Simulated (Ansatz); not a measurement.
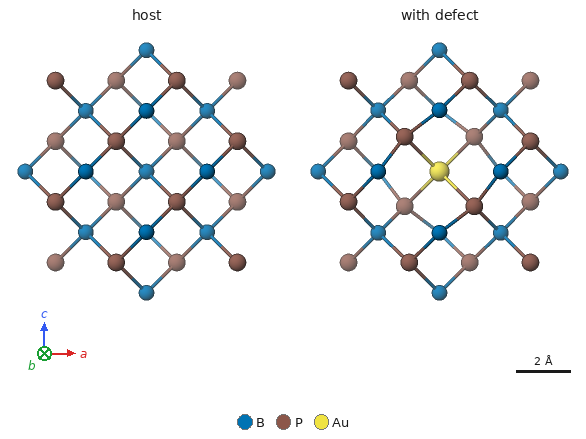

Left: perfect BP. Right: the same region with one point defect, after relaxing the atoms in a supercell of 54 sites. Style: ball-and-stick. Shown: the atoms within 5.4 Å of one point, in a slice 5.0 Å thick across the line of sight, along the b axis.

Computed with DFT, PBE, plane-wave PAW, default files, scalar-relativistic in Ansatz. Settings: plane-wave cutoff 420 eV; k-point mesh 3 × 3 × 3; occupations fermi dirac; smearing width 0.01 eV; no spin polarisation. The axes drawn are those of the host's conventional cell.

> Which defect is it?

A boron atom is replaced by gold.

The charge state of the cell is 0.

> How does the lattice respond?

In the host the B atom has 4 P at 1.97 Å; the Au atom ends with 4 P at 2.26 Å. Of the host's atoms, a phosphorus atom moves furthest from its site, by 0.29 Å. Relaxing the atoms from the host's sites lowers the energy by 5.68 eV.
